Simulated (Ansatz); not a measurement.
# Si$_{2}$NH$_{5}$O$_{2}$: geometry relaxation (part 2 of 2)

Continued. System: Si$_{2}$NH$_{5}$O$_{2}$. Method: RKS PBE-D4/def2-SVP (Ansatz 0.2.0). The geometry: force-field start.

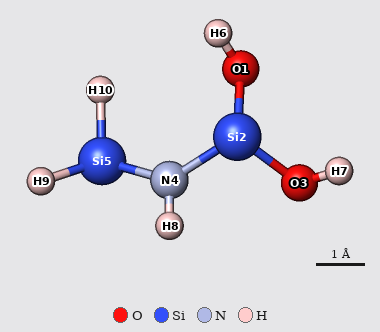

The geometry at step 32 of the log (ball-and-stick view, seen at a tilt; atoms are numbered from 1 in the order of the input).

Trajectory as extended XYZ, continued:
```
10
Properties=species:S:1:pos:R:3:forces:R:3 step=9 energy=-21398.09436
O    -1.3234   -1.0866   -1.3725    0.2177   0.2331   0.1537
Si    0.1854   -1.0813   -0.6059   -0.3455  -0.0799   0.1852
O     0.2265   -2.5044    0.3315    0.7079   0.0060  -0.1522
N     0.2634    0.3269    0.4957    0.2328  -0.0466   0.0829
Si   -0.0840    2.0523    0.5686    0.0850  -0.1352  -0.0132
H    -1.8277   -0.2550   -1.2557    0.1069  -0.1664  -0.0431
H     1.1493   -2.8657    0.3426   -0.7100   0.1999  -0.0161
H     0.8249    0.0206    1.3171   -0.1717   0.1313  -0.2061
H     1.1625    2.8250    1.0008   -0.1579  -0.0782  -0.1126
H    -0.4937    2.5171   -0.8193    0.0348  -0.0640   0.1216
10
Properties=species:S:1:pos:R:3:forces:R:3 step=11 energy=-21398.14916
O    -1.2456   -0.9686   -1.3705    0.2124   0.1641   0.1722
Si    0.2237   -1.0750   -0.5440   -0.2952  -0.2066   0.1076
O     0.1665   -2.5182    0.3566    0.6226  -0.0623  -0.2201
N     0.3684    0.3101    0.5415    0.0733  -0.0769   0.0906
Si   -0.1473    1.9944    0.6065    0.2335   0.1827  -0.0292
H    -1.6790   -0.0937   -1.3008    0.0769  -0.1356  -0.0532
H     1.0249   -3.0069    0.3000   -0.6227   0.3186   0.0217
H     0.9633    0.0467    1.3470   -0.0631   0.0657  -0.1284
H     1.0729    2.8979    0.8420   -0.2158  -0.1436  -0.0210
H    -0.6647    2.3623   -0.7754   -0.0218  -0.1060   0.0599
10
Properties=species:S:1:pos:R:3:forces:R:3 step=14 energy=-21398.21668
O    -1.1331   -0.7842   -1.3216   -0.1311   0.3761  -0.0739
Si    0.2535   -1.0483   -0.4250    0.0395   0.0542   0.0154
O     0.0524   -2.5229    0.3539    0.0547  -0.0830  -0.0130
N     0.5006    0.2985    0.6603    0.0918  -0.0997   0.1346
Si   -0.2005    1.9292    0.7021    0.0260   0.0900  -0.1301
H    -1.3321    0.1690   -1.4842    0.1368  -0.4544   0.0832
H     0.7900   -3.1490    0.2301   -0.0905   0.0965  -0.0149
H     1.2193    0.1151    1.3781   -0.0916   0.0234  -0.1081
H     0.9200    2.9582    0.5222   -0.1092  -0.0561  -0.0095
H    -0.9870    1.9834   -0.6129    0.0736   0.0530   0.1163
10
Properties=species:S:1:pos:R:3:forces:R:3 step=17 energy=-21398.22518
O    -1.1393   -0.8290   -1.3009   -0.0415  -0.0708   0.0133
Si    0.2621   -1.0593   -0.4149    0.0573   0.0850  -0.0670
O     0.0721   -2.5053    0.4140   -0.1993   0.1643   0.1372
N     0.5034    0.3112    0.6440   -0.0250  -0.0322   0.0146
Si   -0.1988    1.9399    0.7169   -0.0045  -0.0296  -0.0139
H    -1.2863    0.0966   -1.5677   -0.0212   0.0668  -0.0489
H     0.7197   -3.1863    0.1858    0.1869  -0.1917  -0.0875
H     1.2544    0.1443    1.3256    0.0353   0.0023   0.0585
H     0.9035    2.9765    0.5650    0.0267   0.0186  -0.0002
H    -1.0077    2.0602   -0.5647   -0.0147  -0.0128  -0.0060
10
Properties=species:S:1:pos:R:3:forces:R:3 step=19 energy=-21398.22732
O    -1.1420   -0.8293   -1.2976   -0.0338   0.0018  -0.0015
Si    0.2636   -1.0562   -0.4152    0.0400   0.0451  -0.0575
O     0.0777   -2.4996    0.4208   -0.0620   0.0302   0.0837
N     0.5034    0.3115    0.6472   -0.0055  -0.0035   0.0275
Si   -0.1986    1.9400    0.7159    0.0060  -0.0234  -0.0126
H    -1.2859    0.0956   -1.5740   -0.0103  -0.0044  -0.0273
H     0.7148   -3.1906    0.1765    0.0503  -0.0483  -0.0450
H     1.2544    0.1449    1.3300    0.0130   0.0038   0.0322
H     0.9054    2.9769    0.5647    0.0061   0.0047  -0.0012
H    -1.0095    2.0557   -0.5654   -0.0038  -0.0063   0.0017
10
Properties=species:S:1:pos:R:3:forces:R:3 step=22 energy=-21398.23528
O    -1.1663   -0.8470   -1.2567   -0.0258   0.1346  -0.0631
Si    0.2738   -1.0440   -0.4155    0.0457  -0.0080   0.0097
O     0.1251   -2.4559    0.4864    0.0885  -0.0865  -0.0296
N     0.5245    0.3248    0.6485   -0.0717  -0.0005  -0.0423
Si   -0.1915    1.9384    0.7247   -0.0028  -0.0343   0.0489
H    -1.2609    0.0309   -1.6773   -0.0077  -0.1189   0.0282
H     0.6311   -3.2001    0.1100   -0.0840   0.0575   0.0473
H     1.2826    0.1571    1.3222    0.0524   0.0002   0.0321
H     0.8959    2.9902    0.5918    0.0179   0.0352  -0.0054
H    -1.0312    2.0546   -0.5311   -0.0123   0.0206  -0.0257
10
Properties=species:S:1:pos:R:3:forces:R:3 step=24 energy=-21398.24049
O    -1.1766   -0.8690   -1.2237   -0.0215   0.4014  -0.2784
Si    0.2976   -1.0433   -0.4243    0.0018  -0.0331  -0.0043
O     0.1740   -2.4173    0.5459    0.2239  -0.4381  -0.3122
N     0.5525    0.3378    0.6293    0.0219   0.0794   0.0460
Si   -0.1864    1.9332    0.7472   -0.0098  -0.0191   0.0030
H    -1.2198   -0.0822   -1.8153    0.0228  -0.4062   0.2735
H     0.4932   -3.2268    0.0814   -0.2163   0.4602   0.2965
H     1.3503    0.1997    1.2677   -0.0385  -0.0169  -0.0392
H     0.8747    3.0202    0.6629   -0.0183  -0.0259  -0.0112
H    -1.0763    2.0967   -0.4683    0.0340  -0.0017   0.0263
10
Properties=species:S:1:pos:R:3:forces:R:3 step=27 energy=-21398.25255
O    -1.1798   -0.8792   -1.2234    0.0174   0.0273   0.0182
Si    0.3064   -1.0264   -0.4378   -0.0149  -0.0071  -0.0259
O     0.2130   -2.3788    0.5592    0.0183  -0.0608  -0.0071
N     0.5596    0.3473    0.6238    0.0050   0.0734   0.0083
Si   -0.1849    1.9330    0.7823    0.0056   0.0181  -0.0480
H    -1.1998   -0.1858   -1.9080   -0.0044  -0.0116  -0.0157
H     0.4110   -3.2089    0.0901   -0.0179  -0.0122   0.0194
H     1.3701    0.2056    1.2436   -0.0034  -0.0170  -0.0015
H     0.8766    3.0153    0.6878    0.0062   0.0171   0.0327
H    -1.0893    2.1269   -0.4149   -0.0119  -0.0270   0.0196
10
Properties=species:S:1:pos:R:3:forces:R:3 step=30 energy=-21398.25744
O    -1.1923   -0.8372   -1.1953    0.0247   0.0455  -0.0397
Si    0.3197   -1.0183   -0.4577   -0.0125  -0.0728  -0.0312
O     0.2229   -2.3523    0.5717    0.0033  -0.0077  -0.0129
N     0.5978    0.3562    0.6077   -0.0259   0.0774  -0.0077
Si   -0.1702    1.9206    0.7879    0.0029  -0.0002  -0.0161
H    -1.1680   -0.2938   -2.0051   -0.0076  -0.0410   0.0534
H     0.3247   -3.2025    0.1072   -0.0037   0.0232   0.0065
H     1.4169    0.2095    1.2138    0.0092   0.0028   0.0196
H     0.8464    3.0477    0.7447    0.0066  -0.0172   0.0129
H    -1.1149    2.1191   -0.3719    0.0030  -0.0101   0.0151
10
Properties=species:S:1:pos:R:3:forces:R:3 step=32 energy=-21398.25848
O    -1.1974   -0.8283   -1.1897   -0.0215   0.0021   0.0101
Si    0.3233   -1.0229   -0.4725    0.0194   0.0192  -0.0021
O     0.2226   -2.3425    0.5769   -0.0048   0.0334   0.0171
N     0.6000    0.3614    0.5938    0.0007  -0.0182  -0.0060
Si   -0.1631    1.9209    0.7798    0.0055  -0.0205   0.0215
H    -1.1716   -0.3387   -2.0310    0.0015  -0.0004  -0.0110
H     0.3220   -3.1954    0.1191    0.0059  -0.0306  -0.0111
H     1.4162    0.2111    1.2040   -0.0077   0.0098   0.0003
H     0.8533    3.0474    0.7842   -0.0116  -0.0057  -0.0111
H    -1.1222    2.1360   -0.3616    0.0127   0.0109  -0.0078
10
Properties=species:S:1:pos:R:3:forces:R:3 step=35 energy=-21398.25937
O    -1.2177   -0.8075   -1.1700    0.0172   0.0554  -0.0832
Si    0.3206   -1.0202   -0.4887   -0.0158  -0.0113   0.0067
O     0.2293   -2.3295    0.5777    0.0082  -0.0023  -0.0075
N     0.6040    0.3616    0.5817   -0.0016  -0.0112  -0.0049
Si   -0.1626    1.9140    0.7720    0.0043   0.0187  -0.0015
H    -1.1924   -0.3927   -2.0529   -0.0073  -0.0437   0.0840
H     0.3372   -3.1867    0.1286    0.0026   0.0037   0.0045
H     1.4120    0.2061    1.2014   -0.0013   0.0013   0.0005
H     0.8485    3.0427    0.8360   -0.0078  -0.0105   0.0009
H    -1.0957    2.1613   -0.3829    0.0016   0.0000   0.0006
10
Properties=species:S:1:pos:R:3:forces:R:3 step=37 energy=-21398.26008
O    -1.2489   -0.7712   -1.1414    0.0305   0.0681  -0.1686
Si    0.3063   -1.0194   -0.5050   -0.0040   0.0029  -0.0062
O     0.2395   -2.3223    0.5739    0.0005  -0.0264  -0.0035
N     0.5971    0.3615    0.5671   -0.0012   0.0045   0.0294
Si   -0.1614    1.9150    0.7528    0.0150  -0.0003  -0.0121
H    -1.2294   -0.4645   -2.0691   -0.0213  -0.0623   0.1635
H     0.3914   -3.1785    0.1350   -0.0030   0.0250   0.0093
H     1.3861    0.1935    1.2087   -0.0090   0.0028  -0.0181
H     0.8561    3.0289    0.9038   -0.0184  -0.0125  -0.0045
H    -1.0538    2.2061   -0.4230    0.0110  -0.0017   0.0108
10
Properties=species:S:1:pos:R:3:forces:R:3 step=40 energy=-21398.26180
O    -1.2499   -0.7143   -1.1215    0.0109   0.0119  -0.0621
Si    0.3089   -1.0165   -0.5124   -0.0137   0.0055  -0.0156
O     0.2329   -2.3202    0.5692   -0.0043  -0.0014  -0.0039
N     0.6049    0.3590    0.5694   -0.0008   0.0002  -0.0023
Si   -0.1586    1.9075    0.7383    0.0055   0.0002  -0.0072
H    -1.2536   -0.5131   -2.0752   -0.0021  -0.0279   0.0695
H     0.4045   -3.1733    0.1324    0.0018   0.0101   0.0025
H     1.3882    0.1894    1.2161    0.0055   0.0011   0.0115
H     0.8424    3.0275    0.9306   -0.0053  -0.0077   0.0040
H    -1.0366    2.2029   -0.4440    0.0024   0.0080   0.0035
10
Properties=species:S:1:pos:R:3:forces:R:3 step=43 energy=-21398.26471
O    -1.2588   -0.6641   -1.1033    0.0104   0.0342  -0.0565
Si    0.3067   -1.0109   -0.5314    0.0075  -0.0245   0.0164
O     0.2276   -2.3101    0.5592    0.0125  -0.0300   0.0046
N     0.6075    0.3584    0.5615    0.0013   0.0142  -0.0019
Si   -0.1535    1.9040    0.7162    0.0079   0.0195   0.0120
H    -1.2947   -0.6019   -2.0745   -0.0221  -0.0129   0.0389
H     0.4397   -3.1591    0.1325    0.0036   0.0067   0.0040
H     1.3729    0.1824    1.2287   -0.0213  -0.0065  -0.0205
H     0.8386    3.0131    0.9886   -0.0091   0.0023   0.0055
H    -1.0028    2.2371   -0.4747    0.0094  -0.0028  -0.0025
10
Properties=species:S:1:pos:R:3:forces:R:3 step=45 energy=-21398.27297
O    -1.2512   -0.5571   -1.0788   -0.0555   0.0068  -0.1170
Si    0.3072   -1.0100   -0.5580   -0.0142  -0.0140   0.0026
O     0.2075   -2.3125    0.5357    0.0180  -0.0449  -0.0299
N     0.6025    0.3538    0.5460    0.0382   0.0745   0.0073
Si   -0.1486    1.9030    0.6687    0.0001  -0.0442  -0.0186
H    -1.4076   -0.7336   -2.0242   -0.0006  -0.0044   0.0802
H     0.5394   -3.1353    0.1344   -0.0020   0.0101   0.0175
H     1.3301    0.1504    1.2453   -0.0123   0.0320   0.0369
H     0.8055    2.9923    1.0997    0.0082  -0.0028   0.0040
H    -0.9019    2.2981   -0.5657    0.0200  -0.0129   0.0171
10
Properties=species:S:1:pos:R:3:forces:R:3 step=48 energy=-21398.27557 accepted=F
O    -1.2549   -0.5170   -1.0985    0.0084  -0.0099  -0.0327
Si    0.2942   -1.0024   -0.5758   -0.0077   0.0109   0.1008
O     0.1709   -2.3288    0.4931    0.0390  -0.0063  -0.0656
N     0.5868    0.3572    0.5413   -0.1067   0.0970  -0.0522
Si   -0.1440    1.9209    0.6575    0.1010  -0.1103   0.0101
H    -1.4860   -0.8487   -1.9844    0.0052   0.0146   0.0370
H     0.6462   -3.1041    0.1438   -0.0307   0.0283   0.0083
H     1.2737    0.1387    1.2753    0.0164  -0.0065   0.0165
H     0.8247    2.9732    1.1504   -0.0219  -0.0007  -0.0067
H    -0.8285    2.3600   -0.5999   -0.0030  -0.0173  -0.0155
10
Properties=species:S:1:pos:R:3:forces:R:3 step=50 energy=-21398.27679
O    -1.2545   -0.5149   -1.0876    0.0605   0.0481   0.1446
Si    0.2967   -0.9968   -0.5654   -0.0005  -0.0137   0.0153
O     0.1846   -2.3322    0.4899   -0.0243   0.0480   0.0100
N     0.5850    0.3585    0.5545    0.0043   0.0152   0.0067
Si   -0.1409    1.9205    0.6539   -0.0011  -0.0106   0.0130
H    -1.4793   -0.8370   -1.9744   -0.0412  -0.0460  -0.1345
H     0.6249   -3.1148    0.1168    0.0197  -0.0276  -0.0214
H     1.2758    0.1456    1.2882   -0.0158  -0.0073  -0.0195
H     0.8178    2.9849    1.1381   -0.0037  -0.0069  -0.0106
H    -0.8268    2.3351   -0.6110    0.0021   0.0007  -0.0037
10
Properties=species:S:1:pos:R:3:forces:R:3 step=53 energy=-21398.27718
O    -1.2497   -0.5057   -1.0820    0.0080   0.0011   0.0031
Si    0.2993   -0.9972   -0.5635   -0.0051  -0.0018   0.0057
O     0.1787   -2.3353    0.4866    0.0036   0.0017  -0.0035
N     0.5879    0.3570    0.5570    0.0031   0.0050  -0.0035
Si   -0.1445    1.9161    0.6514    0.0032   0.0036   0.0006
H    -1.4847   -0.8310   -1.9681   -0.0035  -0.0012  -0.0037
H     0.6294   -3.1134    0.1143   -0.0013  -0.0009   0.0009
H     1.2781    0.1447    1.2906   -0.0047  -0.0022  -0.0003
H     0.8096    2.9843    1.1352    0.0012  -0.0025   0.0027
H    -0.8210    2.3297   -0.6188   -0.0044  -0.0029  -0.0021
```

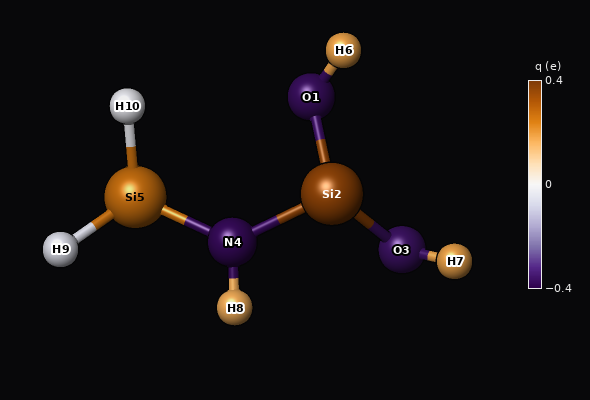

Mulliken charges, as the colour of each atom (ball-and-stick view, seen at a tilt; atoms are numbered from 1 in the order of the input). By element: O −0.37 to −0.36, Si +0.26 to +0.38, N −0.38 and H −0.05 to +0.18 e.

The run was set up as follows.

Input file:
```yaml
crystal:
  periodic: [false, false, false]
  atoms:
    - {symbol: O, position_ang: [-1.372900, -1.202600, -1.272600]}
    - {symbol: Si, position_ang: [0.114900, -0.797300, -0.811300]}
    - {symbol: O, position_ang: [0.683200, -1.950700, 0.195700]}
    - {symbol: N, position_ang: [-0.190800, 0.282600, 0.294800]}
    - {symbol: Si, position_ang: [0.200100, 1.763100, 0.473400]}
    - {symbol: H, position_ang: [-2.079600, -0.594400, -0.832800]}
    - {symbol: H, position_ang: [1.577000, -1.713900, 0.645000]}
    - {symbol: H, position_ang: [-0.474400, -0.186000, 1.153200]}
    - {symbol: H, position_ang: [1.644300, 1.786300, 0.877000]}
    - {symbol: H, position_ang: [-0.018700, 2.561900, -0.719500]}
basis:
  gaussian: {orbitals: def2-SVP}
hamiltonian: {xc: pbe, dispersion: d4}
relax: {f_tol: 0.03, max_steps: 200}
```

Run as:
```bash
ansatz run in.yaml --threads 4 --pin off --events-out ev --progress --plain --max-ram 10444MiB
```

Key numbers:

```csv
quantity,value
outcome,converged
total energy,−21398.2772 eV
mean-field energy,−21398.0165 eV
dispersion energy,−0.2607 eV
SCF solution under orbital rotations,stable
largest force (length of the vector) at the end,0.009 eV/Å
dipole moment,1.23 D
hardware,"4 threads of Intel Xeon @ 2.50GHz, 15 GiB of memory available, shared host"
wall time,94 s (CPU time 5.6 min)
peak memory,0.23 GiB
```
